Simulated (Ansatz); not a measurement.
AlH2ClF2: several calculations on one system

### Relaxation

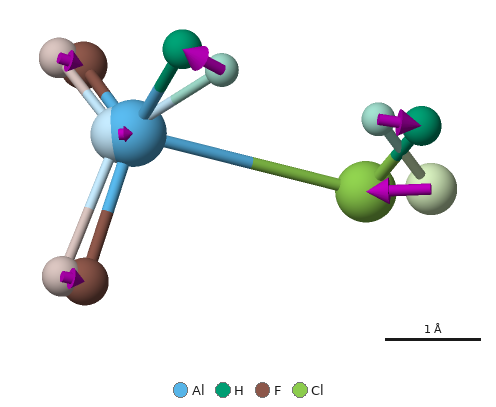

This is a relaxation of AlH2ClF2. The starting structure is drawn faded, the final one solid; purple arrows show the displacements, at their true length. The two geometries are superimposed by the best rigid fit.

The picture is a ball-and-stick view, seen at a tilt.

The run prepares an end point of a later path (reaction) calculation, from a guessed geometry.

Computed with Ansatz, RKS B3LYP/def2-SVP.

Input file:
```yaml
crystal:
  periodic: [false, false, false]
  atoms:
    - { symbol: Al, position_ang: [0.000833, 0.243977, -0.069551] }
    - { symbol: H, position_ang: [0.017358, 0.194828, 1.491815] }
    - { symbol: F, position_ang: [1.417823, 0.368875, -0.916839] }
    - { symbol: F, position_ang: [-1.434632, 0.268386, -0.894273] }
    - { symbol: Cl, position_ang: [0.081973, -2.841864, 1.411784] }
    - { symbol: H, position_ang: [0.065745, -1.615002, 1.945064] }
basis:
  gaussian: { orbitals: def2-SVP }
hamiltonian:
  xc: b3lyp
relax:
  f_tol: 0.03
  max_steps: 50
```

Launched with:
```bash
ansatz run input.yaml --threads 1 --pin off --max-ram 2048MiB --backend cpu --events-out ev --progress --plain --runs-dir out
```

### What did the optimiser do to the structure, and how much energy did it gain?

The largest move after the best rigid fit is that of Cl5, 0.69 Å. By element the largest moves are Cl 0.69 Å, H 0.56 Å, F 0.28 Å, Al 0.15 Å. Near-neighbour distances that change, for instance: Al1–Cl5 3.424 → 2.665 Å, Cl5–H6 1.338 → 1.296 Å, Al1–F3 1.656 → 1.665 Å, Al1–H2 1.562 → 1.568 Å. New bonds form, among them: Al1–Cl5 (3.42 → 2.67 Å). Among the angles between lasting bonds that change: F3–Al1–F4 119.1° → 116.6°. Over 7 accepted moves (8 points after the start) the energy falls by 28.4 kJ/mol. Largest force component: 1.1 eV/Å at the start, 0.014 eV/Å at the end. The line search rejected the trial step at point 6 of the run. Cost: 22 s on 1 thread of Arm Neoverse V2 (shared host), peak memory 0.14 GiB.

### Relaxation

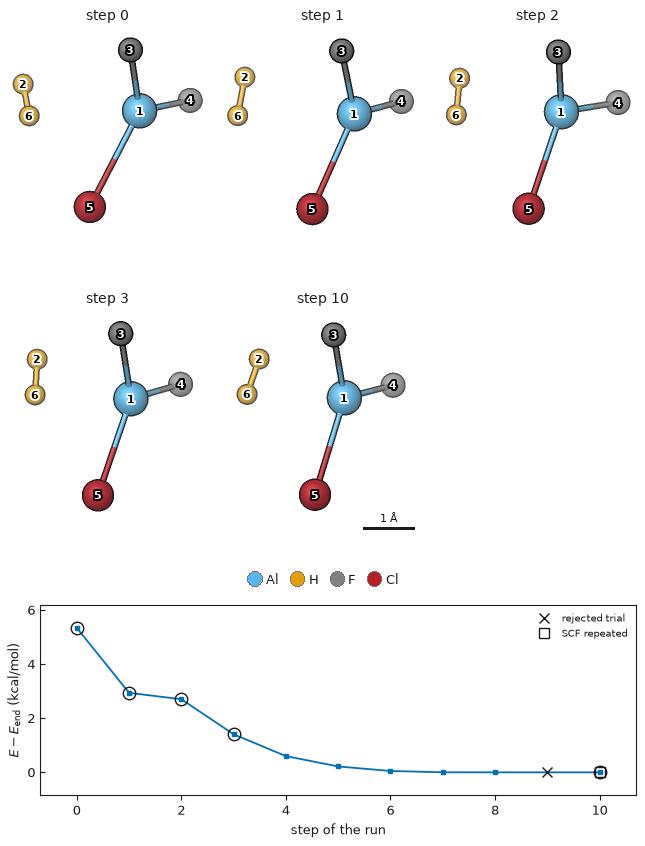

Frames of a relaxation of AlH2ClF2, marked on the history of the run. A ball-and-stick model, seen at a tilt.

The run prepares an end point of a later path (reaction) calculation, from a guessed geometry.

All numbers below come from Ansatz 0.2.0, RKS B3LYP/def2-SVP.

The input:
```yaml
crystal:
  periodic: [false, false, false]
  atoms:
    - { symbol: Al, position_ang: [0.023086, -0.590949, -0.375404] }
    - { symbol: H, position_ang: [0.012913, 0.0965, 2.290605] }
    - { symbol: F, position_ang: [1.430155, 0.186023, -0.741019] }
    - { symbol: F, position_ang: [-1.420426, 0.120693, -0.73297] }
    - { symbol: Cl, position_ang: [0.075378, -2.604593, 0.459682] }
    - { symbol: H, position_ang: [0.027993, -0.588474, 2.067106] }
basis:
  gaussian: { orbitals: def2-SVP }
hamiltonian:
  xc: b3lyp
relax:
  f_tol: 0.03
  max_steps: 50
```

Launched with:
```bash
ansatz run input.yaml --threads 1 --pin off --max-ram 2048MiB --backend cpu --events-out ev --progress --plain --runs-dir out
```

Q: Describe the path.

A: The energy falls by 5.34 kcal/mol in 8 accepted moves (10 points after the start). The largest force component goes from 1.7 to 0.014 eV/Å. The line search rejected the trial step at point 9 of the run. 1 step only repeated the SCF at the same geometry. The forces were under the threshold at step 8, but the run went on from there. The largest move after the best rigid fit is that of H2, 0.47 Å. By element the largest moves are H 0.47 Å, Cl 0.26 Å, F 0.26 Å, Al 0.23 Å. Among the contacts that change: Al1–H2 2.753 → 2.206 Å, Al1–H6 2.443 → 2.182 Å, Al1–Cl5 2.181 → 2.086 Å, H2–H6 0.721 → 0.767 Å. From step 0 to 1: H2 moves most (0.19 Å), energy −2.40 kcal/mol. From step 1 to 2: Al1 moves most (0.19 Å), energy −0.24 kcal/mol. From step 2 to 3: H6 moves most (0.19 Å), energy −1.29 kcal/mol. From step 3 to 10: H2 moves most (0.15 Å), energy −1.41 kcal/mol.

```csv
step,"E − E(0), kcal/mol","largest force component, eV/Å",note
0,0.00,1.7340,
1,-2.40,1.6370,
2,-2.64,0.7122,
3,-3.93,0.9638,
4,-4.74,0.7033,
5,-5.12,0.4958,
6,-5.29,0.2621,
7,-5.34,0.0425,
8,-5.34,0.0137,
9,-5.34,0.0568,rejected
10,-5.34,0.0137,"same geometry, SCF repeated"
```

Limits of the set-up: the start holds two separate molecules, 2.4 Å apart at their closest, whose relative position is a soft coordinate and is computed without a dispersion correction.

### Path

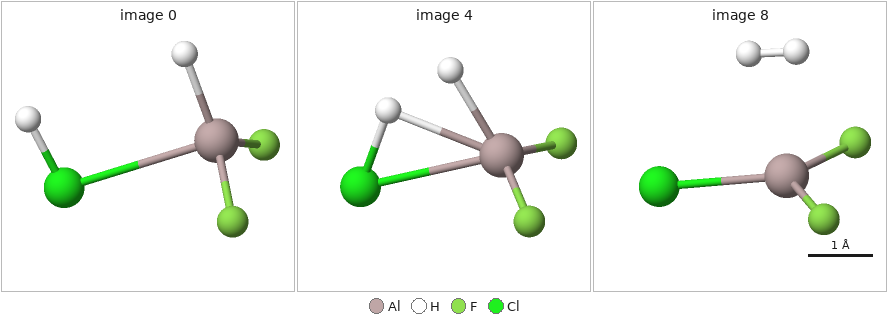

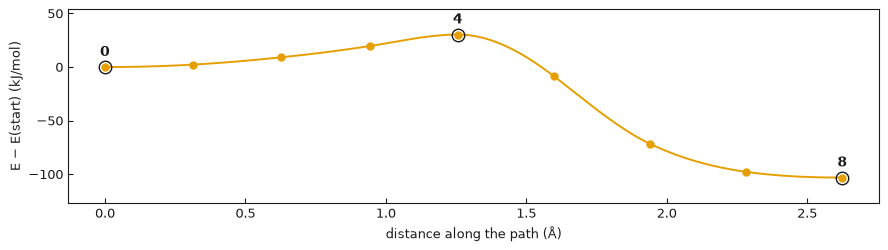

A search for the minimum-energy path of AlH2ClF2 by the nudged elastic band. Images are numbered from 0 (start) to 8 (end). A ball-and-stick model, seen at a tilt.

The calculation used Ansatz, RKS B3LYP/def2-SVP.

Input
```yaml
crystal:
  periodic: [false, false, false]
  atoms:
    - { symbol: Al, position_ang: [0.001792, 0.148557, 0.045963] }
    - { symbol: H, position_ang: [-0.004221, 0.758504, 1.490599] }
    - { symbol: F, position_ang: [1.413992, 0.09307, -0.834439] }
    - { symbol: F, position_ang: [-1.41778, 0.01616, -0.814049] }
    - { symbol: Cl, position_ang: [0.076459, -2.370015, 0.915204] }
    - { symbol: H, position_ang: [0.078859, -2.027076, 2.164722] }
basis:
  gaussian: { orbitals: def2-SVP }
hamiltonian:
  xc: b3lyp
neb:
  order_check: false
  images: 7
  f_tol: 0.05
  max_iterations: 60
  final_atoms:
    - { symbol: Al, position_ang: [0.0230014, -0.67395438, -0.15939134] }
    - { symbol: H, position_ang: [0.01144884, 0.26583411, 1.83620594] }
    - { symbol: F, position_ang: [1.41631523, 0.15093007, -0.4953214] }
    - { symbol: F, position_ang: [-1.41743518, 0.07528379, -0.47298041] }
    - { symbol: Cl, position_ang: [0.08083868, -2.71927407, 0.24517649] }
    - { symbol: H, position_ang: [0.03493203, -0.47961951, 2.01431072] }
  initial_path:
    images:
      - { positions_ang: [[0.001792, 0.148557, 0.045963], [-0.004221, 0.758504, 1.490599], [1.413992, 0.09307, -0.834439], [-1.41778, 0.01616, -0.814049], [0.076459, -2.370015, 0.915204], [0.078859, -2.027076, 2.164722]] }
      - { positions_ang: [[0.00054589, 0.11290943, 0.03623563], [-0.00235631, 0.56450088, 1.59717386], [1.42485628, 0.07489749, -0.83651818], [-1.43071588, 0.01520117, -0.81878675], [0.08529293, -2.37800059, 0.88013644], [0.07147808, -1.77030837, 2.10975899]] }
      - { positions_ang: [[-0.00070021, 0.07726185, 0.02650827], [-0.00049161, 0.37049776, 1.70374872], [1.43572057, 0.05672497, -0.83859736], [-1.44365176, 0.01424235, -0.8235245], [0.09412687, -2.38598618, 0.84506888], [0.06409716, -1.51354074, 2.05479599]] }
      - { positions_ang: [[-0.00194632, 0.04161428, 0.0167809], [0.00137308, 0.17649464, 1.81032358], [1.44658485, 0.03855246, -0.84067654], [-1.45658764, 0.01328352, -0.82826225], [0.1029608, -2.39397178, 0.81000133], [0.05671624, -1.25677312, 1.99983298]] }
      - { positions_ang: [[-0.00319242, 0.0059667, 0.00705353], [0.00323777, -0.01750848, 1.91689844], [1.45744913, 0.02037994, -0.84275571], [-1.46952353, 0.01232469, -0.833], [0.11179473, -2.40195737, 0.77493377], [0.04933531, -1.00000549, 1.94486997]] }
      - { positions_ang: [[0.00335603, -0.16401357, -0.03455769], [0.00529054, 0.05332717, 1.89672531], [1.44716566, 0.05301747, -0.75589714], [-1.45650144, 0.02806447, -0.7429951], [0.10405572, -2.48128654, 0.64249445], [0.04573449, -0.869909, 1.96223016]] }
      - { positions_ang: [[0.00990449, -0.33399384, -0.07616891], [0.00734331, 0.12416281, 1.87655219], [1.43688218, 0.08565501, -0.66903856], [-1.44347935, 0.04380424, -0.6529902], [0.0963167, -2.56061572, 0.51005513], [0.04213367, -0.7398125, 1.97959035]] }
      - { positions_ang: [[0.01645294, -0.50397411, -0.11778012], [0.00939607, 0.19499846, 1.85637906], [1.4265987, 0.11829254, -0.58217998], [-1.43045726, 0.05954402, -0.5629853], [0.08857769, -2.63994489, 0.37761581], [0.03853285, -0.60971601, 1.99695053]] }
      - { positions_ang: [[0.0230014, -0.67395438, -0.15939134], [0.01144884, 0.26583411, 1.83620594], [1.41631523, 0.15093007, -0.4953214], [-1.41743518, 0.07528379, -0.47298041], [0.08083868, -2.71927407, 0.24517649], [0.03493203, -0.47961951, 2.01431072]] }
```

Run as
```bash
ansatz run input.yaml --threads 1 --pin off --max-ram 2048MiB --backend cpu --events-out ev --progress --plain --runs-dir out
```

Question: What happens along the path, and what is the barrier?

Answer: Forward barrier 30.3 kJ/mol, backward barrier 133.4 kJ/mol, with image 4 at the top; the reaction energy is −103.1 kJ/mol. Breaking: Al–H (1.57 → 2.21 Å), Cl–H (1.30 → 2.85 Å). Forming: H–H (2.87 → 0.77 Å). The band converged in 10 iterations, with a climbing image at the top.

Cost: 2.7 min on 1 thread of Arm Neoverse V2 (shared host), peak memory 0.14 GiB.
